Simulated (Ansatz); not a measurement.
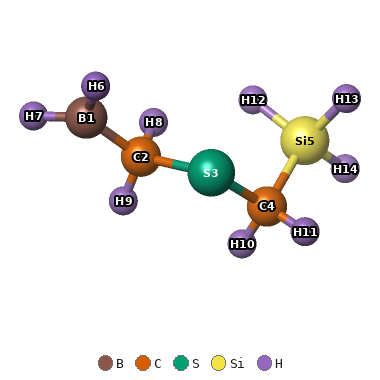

The system is C2H9BSSi, SMILES BCSC[SiH3]; the picture shows the reference structure. 
- The first coordinate is: angle C2–S3–C4; the second: change of the bonds S3–C2, S3–C4, all alike.
- Nothing is relaxed (all other coordinates rigid).
- The grid has 15 × 15 points.
- Points are written as (first, second).
- Energies: eV, counted from the relaxed molecule at the same level.
- Theory: Ansatz 0.2.0, RKS PBE-D4/def2-SVP.

Its coordinates:

```xyz
14

B    -1.5240    2.1226    1.0579
C    -1.1247    0.7942    0.3523
S    -0.1351   -0.3551    1.3522
C     0.3316   -1.6049    0.0881
Si    1.7536   -0.9842   -1.0111
H    -0.9490    2.5234    2.0522
H    -2.3908    2.8116    0.5510
H    -0.5116    1.2081   -0.4969
H    -1.9833    0.2853   -0.1396
H    -0.5640   -1.9105   -0.4946
H     0.6623   -2.5009    0.6540
H     1.3876    0.3420   -1.6238
H     2.9918   -0.8119   -0.1785
H     2.0428   -1.9491   -2.1346
```

Range: angle C2–S3–C4 from 56.0 to 145.9°; change of the bonds S3–C2, S3–C4, all alike from −0.201 to 0.311 Å.

Q: What will the energy surface look like?

A: The lowest grid point is at (101.0°, 0.018 Å), 0.006 eV from the relaxed molecule at the same level. It is the only kind of minimum in the scanned range. The highest grid point, (56.0°, −0.201 Å), lies 12.95 eV above the lowest. Round the minimum the two coordinates are weakly coupled (coupling 0.14 in units of the two stiffnesses).

```tsv
second ↓, first →	56.0	62.4	68.8	75.2	81.7	88.1	94.5	101.0	107.4	113.8	120.2	126.7	133.1	139.5	145.9
0.311	4.64	2.94	2.05	1.56	1.30	1.18	1.13	1.14	1.20	1.30	1.44	1.61	1.81	2.05	2.32
0.274	4.76	2.93	1.95	1.41	1.13	0.98	0.93	0.94	1.00	1.10	1.24	1.42	1.63	1.88	2.16
0.238	4.93	2.94	1.87	1.28	0.97	0.80	0.74	0.74	0.80	0.91	1.06	1.24	1.46	1.72	2.01
0.201	5.14	2.98	1.82	1.17	0.82	0.64	0.56	0.56	0.62	0.73	0.88	1.07	1.30	1.57	1.87
0.164	5.41	3.07	1.80	1.09	0.70	0.49	0.40	0.39	0.45	0.56	0.72	0.92	1.16	1.44	1.75
0.128	5.73	3.20	1.81	1.04	0.60	0.37	0.27	0.25	0.31	0.42	0.58	0.79	1.04	1.33	1.65
0.091	6.12	3.39	1.87	1.02	0.54	0.28	0.16	0.14	0.19	0.30	0.47	0.68	0.94	1.24	1.57
0.055	6.58	3.63	1.98	1.04	0.51	0.22	0.08	0.05	0.10	0.22	0.39	0.61	0.87	1.18	1.52
0.018	7.13	3.95	2.14	1.12	0.53	0.21	0.05	0.01	0.05	0.17	0.34	0.57	0.84	1.16	1.51
−0.018	7.76	4.33	2.38	1.25	0.61	0.24	0.06	0.01	0.04	0.16	0.34	0.57	0.85	1.17	1.53
−0.055	8.53	4.83	2.69	1.46	0.75	0.34	0.13	0.06	0.09	0.21	0.39	0.62	0.91	1.25	1.61
−0.091	9.39	5.41	3.09	1.74	0.96	0.51	0.27	0.18	0.20	0.31	0.49	0.74	1.03	1.37	1.75
−0.128	10.42	6.13	3.61	2.13	1.26	0.76	0.49	0.38	0.40	0.50	0.68	0.93	1.23	1.58	1.96
−0.164	11.58	6.96	4.23	2.61	1.66	1.10	0.80	0.67	0.67	0.77	0.95	1.20	1.51	1.86	2.26
−0.201	12.95	7.98	5.01	3.24	2.19	1.57	1.23	1.08	1.06	1.16	1.34	1.59	1.90	2.26	2.66
```

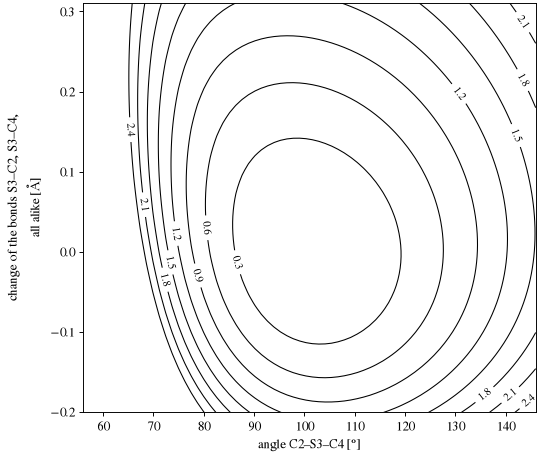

In the figure: contour lines labelled in eV (none above 2.4). Between grid points the surface is interpolated.

Time for the 225 points that were run: 10 min on 1 thread of Intel(R) Xeon(R) 6975P-C (Granite Rapids) (shared host).
